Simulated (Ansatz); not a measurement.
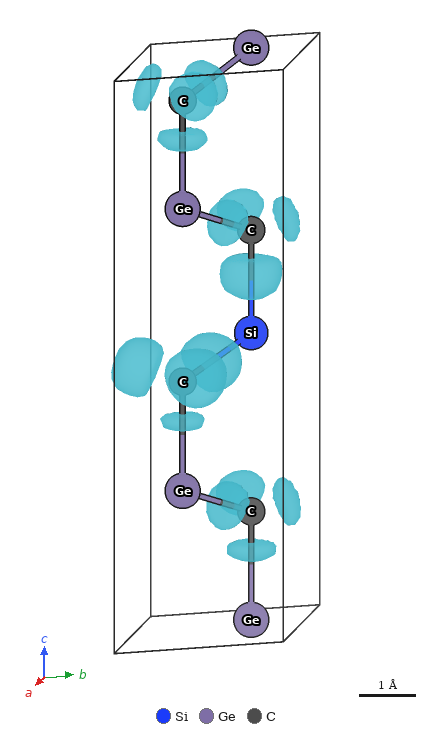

The picture shows: SiGe₃C₄. Isosurface of the electron localisation function at 0.8 (cyan), seen slightly off an axis. Core shells and regions of very low density are left out. Sticks mark near contacts.

Space group P3m1; a structure generated by program, which may or may not match a known phase.

Level of theory: DFT PBE, scalar-relativistic, plane waves, PAW (Ansatz).

Describe the localisation domains.

The ELF exceeds this value in four regions between bonded C–Si atoms (shared pairs) and twelve lobes of the valence shell of C pointing towards Ge (polar bonds), counted in one cell of 8 atoms. Any copies at cell faces, edges or corners count once.

Values along the shortest contacts:
Si–C (1.90 Å): the ELF peaks at about 0.95 between the atoms: a covalent bond. Ge–C (1.97 Å): the ELF peaks at about 0.90 in the valence shell of C, 0.7 Å from its nucleus, and is about 0.70 at the midpoint.
